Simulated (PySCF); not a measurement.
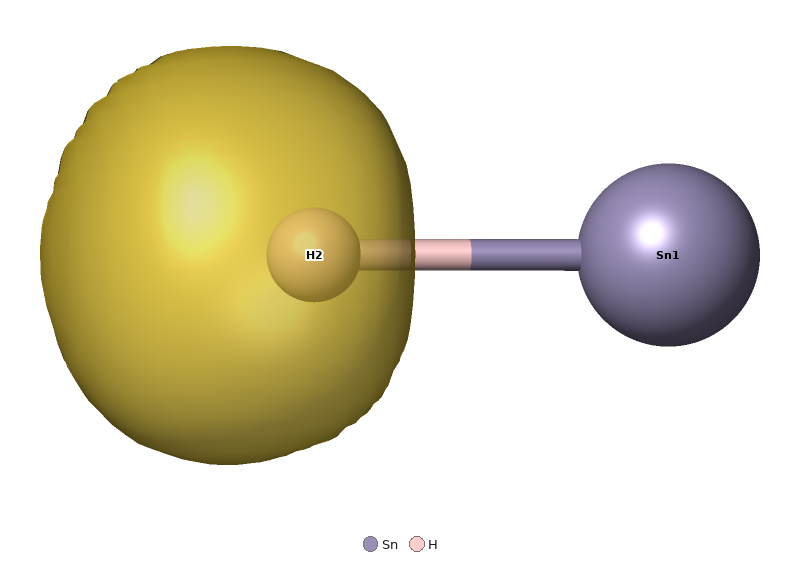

Figure 1: SnH (charge −1, triplet). Isosurface of the electron localisation function at 0.9 (yellow), seen from one side. Only the valence region is drawn (cores and ρ < 0.01 e/Å³ removed).

Core potentials replace the inner electrons of Sn.

Method: PBE0/aug-cc-pVDZ(-PP), non-relativistic Hamiltonian with scalar-relativistic core potentials where named, at a bond length of 1.820 Å (PySCF 2.14.0).

```yaml
atoms:
  - { symbol: Sn, position_ang: [0.0000, 0.0000, -0.0152] }
  - { symbol: H, position_ang: [0.0000, 0.0000, 1.8048] }
```

Describe the localisation domains.

The surface consists of one region around a hydrogen nucleus. Along the contacts the grid gives the following. Sn–H (1.82 Å): the ELF climbs to about 1 towards the hydrogen.
